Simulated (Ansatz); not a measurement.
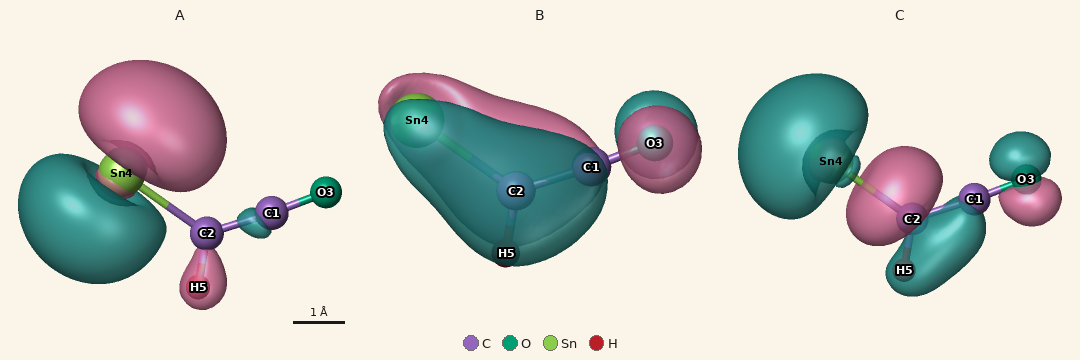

Figure. C₂HOSn (SMILES O=[C+][CH]=[Sn]) (charge +1). Three frontier orbitals at ±0.1 Å⁻³ᐟ² (teal and pink are the two phases), in no order.

Geometry: PBE0-D3(BJ)/def2-SVP; core potentials replace the inner electrons of Sn.

All numbers below come from Ansatz, isolated molecule in a Gaussian basis; Kohn-Sham density functional theory, functional PBE0.

Input file:

```
crystal:
  periodic: [false, false, false]
  atoms:
    - {symbol: C, position_ang: [-1.037352, -0.385017, -0.741263]}
    - {symbol: C, position_ang: [-0.494268, -1.185216, -1.663548]}
    - {symbol: O, position_ang: [-1.510026, 0.247424, 0.085530]}
    - {symbol: Sn, position_ang: [-0.223990, -3.250191, -1.495275]}
    - {symbol: H, position_ang: [-0.161217, -0.702866, -2.595372]}
basis:
  gaussian:
    orbitals: def2-TZVPD
total_charge: 1
hamiltonian:
  xc: pbe0
output: {forces: true, orbitals: {seedname: orbitals}}
```

Launched as:

```sh
ansatz run input.yaml --threads 1 --pin off --max-ram 2610MiB --events-out events.jsonl --progress --plain --runs-dir runs
```

Which picture is the HOMO−1, the HOMO and the LUMO?

Answer. C is the HOMO−1 (−13.82 eV). It lies mainly on Sn4 (about 55 %), C2 (about 30 %) and O3 (about 10 %); it is symmetric in the molecular plane (an in-plane orbital: σ, lone-pair or in-plane π type). B is the HOMO (−12.67 eV). By Hirshfeld shares it lies mainly on C2 (about 45 %), Sn4 (about 20 %), O3 (about 15 %) and C1 (about 15 %); it changes sign across the molecular plane (π type); π-bonding across C1–C2 and C2–Sn4; π-antibonding (a node) across C1–O3. A is the LUMO (−8.72 eV). It lies mainly on Sn4 (about 90 %); it is symmetric in the molecular plane (an in-plane orbital: σ, lone-pair or in-plane π type).

What is the HOMO–LUMO gap?

Answer. 3.95 eV between the orbital energies.
